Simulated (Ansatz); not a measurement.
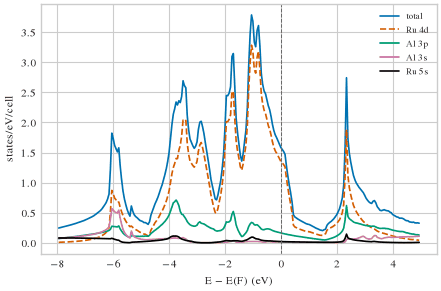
Figure: Total and projected density of states of AlRu (CsCl type, Pm-3m), plane-wave PAW PBEsol (Ansatz code)

Q: Which orbitals carry the states next to the Fermi level?

A: Within 0.5 eV of the Fermi level: Ru 4d 84 %, Al 3p 11 %. Projections are on Löwdin-orthogonalised atomic valence shells; empty p or d shells of many metals are not among them.

Q: Where is the tallest occupied peak in this window, and what makes it?

A: Near -1.0 eV, about 3.8 states/eV per cell; the largest projected share is Ru 4d.

The PBEsol relaxation kept the symmetry of its start; phonons on a q-mesh show no instability. The run is not spin-polarised. Spin–orbit coupling is left out wherever it is not named.

Potentials: the later of the program's two PAW sets.
